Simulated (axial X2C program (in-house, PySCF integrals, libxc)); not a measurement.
CuC⁻: relativistic diatomic calculation

CuC⁻. The reference is closed-shell CuC⁻; the roots are vertical excitation energies. The distance is the PBE0 minimum at charge −1. Computed at this level: EOM-EE-CCSD, two-component X2C with atomic mean-field Coulomb and Gaunt terms, Cu dyall-acv3z, C dyall-av3z (cores contracted) (axial X2C program (in-house, PySCF integrals, libxc)).

Input file:
```
{"zs": [29, 6], "q": -1, "bas": ["dyall-acv3z", "dyall-av3z"], "r0": 1.82, "eom": "ee", "thr": -2.0, "nmax": 88}
```

The line is the task of a batch: nuclear charges, charge, bases, a first guess of the distance and further settings. This report covers the levels named above. The log is that of the reference distance 1.821 Å.

Launched within a batch (the task file carries these settings):
```bash
python <driver script> task.json out
```

Output:
```
two-component X2C + atomic mean field  HF
basis functions 179  fitting functions 949  grid points 5074
iter        total energy     max residual
   1      -1690.330965991     2.25e-01
   2      -1690.369218606     2.76e-02
   3      -1690.358479111     4.75e-02
   4      -1690.381257811     4.86e-03
   5      -1690.381931445     2.56e-03
   6      -1690.382186584     1.25e-03
   7      -1690.382261581     8.50e-04
   8      -1690.382286488     5.89e-04
   9      -1690.382301897     3.39e-04
  10      -1690.382312637     1.69e-04
  11      -1690.382317068     1.07e-04
  12      -1690.382318274     1.01e-04
  13      -1690.382320033     9.17e-05
  14      -1690.382325232     5.40e-05
  15      -1690.382327558     1.25e-05
  16      -1690.382327630     7.00e-06
  17      -1690.382327638     2.50e-06
  18      -1690.382327640     1.34e-06
converged
one-electron -2464.67826081  Coulomb 795.85269520  exact exchange -71.61050175  xc functional 0.00000000  nuclear repulsion 50.56388506  atomic mean-field constant -0.51014535
correlated 16  virtual 282  natural virtual 88  E(MP2) -0.763451678  MP2 remainder -0.142504813
iter   CCSD correlation   residual
   1     -0.493095942   4.02e-01
   2     -0.542634186   3.62e-01
   3     -0.555117135   1.02e-01
   4     -0.559055030   6.51e-02
   5     -0.559630264   4.25e-02
   6     -0.560608424   2.93e-02
   7     -0.561548712   2.06e-02
   8     -0.561635125   1.31e-02
   9     -0.561429181   8.73e-03
  10     -0.561927205   6.09e-03
  11     -0.561792380   4.50e-03
  12     -0.561798140   2.68e-03
  13     -0.561848967   1.94e-03
  14     -0.561856977   1.33e-03
  15     -0.561870184   1.02e-03
  16     -0.561896923   7.90e-04
  17     -0.561900334   6.23e-04
  18     -0.561900858   5.16e-04
  19     -0.561916431   4.37e-04
  20     -0.561916286   3.49e-04
  21     -0.561913729   2.84e-04
  22     -0.561919534   2.24e-04
  23     -0.561919887   1.62e-04
  24     -0.561917695   1.26e-04
  25     -0.561920593   9.31e-05
  26     -0.561921489   6.78e-05
  27     -0.561920306   5.09e-05
  28     -0.561920896   3.65e-05
  29     -0.561921263   3.00e-05
  30     -0.561920789   2.50e-05
  31     -0.561920989   2.07e-05
  32     -0.561921308   1.70e-05
  33     -0.561921232   1.43e-05
  34     -0.561921261   1.26e-05
  35     -0.561921610   1.10e-05
  36     -0.561921551   9.01e-06
  37     -0.561921565   6.87e-06
(T) -0.034441768562115074  T1 0.0681  D1 0.1105  max T2 0.157
EOM-EE-CCSD roots
2*Omega      energy/Eh   energy/eV  one-particle weight
    0       0.02608826      0.7099      0.915
    0       0.02633747      0.7167      0.913
    0       0.03909500      1.0638      0.903
    0       0.05862187      1.5952      0.898  not converged
    0       0.05915152      1.6096      0.880  not converged
    2      -0.01050819     -0.2859      0.952
    2       0.03157335      0.8592      0.904
    2       0.04133755      1.1249      0.903
    2       0.05853176      1.5927      0.901  not converged
    4       0.02044811      0.5564      0.943
    4       0.05252420      1.4293      0.919
    4       0.06091312      1.6575      0.899
    6       0.12165902      3.3105      0.899  not converged
```

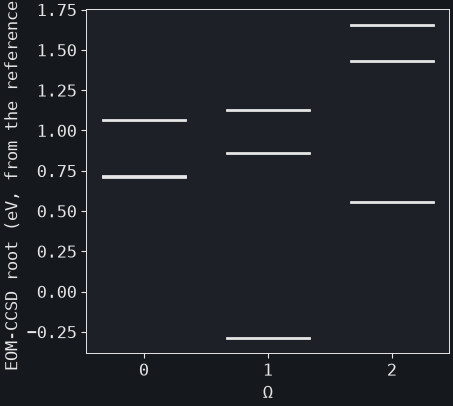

EOM-CCSD roots by Ω at 1.82 Å. The lowest has Ω = 1 and lies at −0.286 eV, with one-particle weight 0.95.

Results in brief:

- outcome: converged
- HF energy of the reference CuC⁻: −1690.38233 hartree
- MP2 energy of the reference CuC⁻: −1691.14578 hartree
- CCSD energy of the reference CuC⁻ (with the MP2 share of the virtual spinors left out of the coupled-cluster step): −1691.08675 hartree
- CCSD(T) energy of the reference CuC⁻: −1691.12120 hartree
- T1 diagnostic (spinor form; for a closed shell √2 times the usual value): 0.068
- hardware: 1 thread of Arm Neoverse V2, 128 GiB of memory available, shared host
- wall time: 2.3 min
- peak memory: 0.98 GiB

Remarks:

Limits: some roots did not converge.
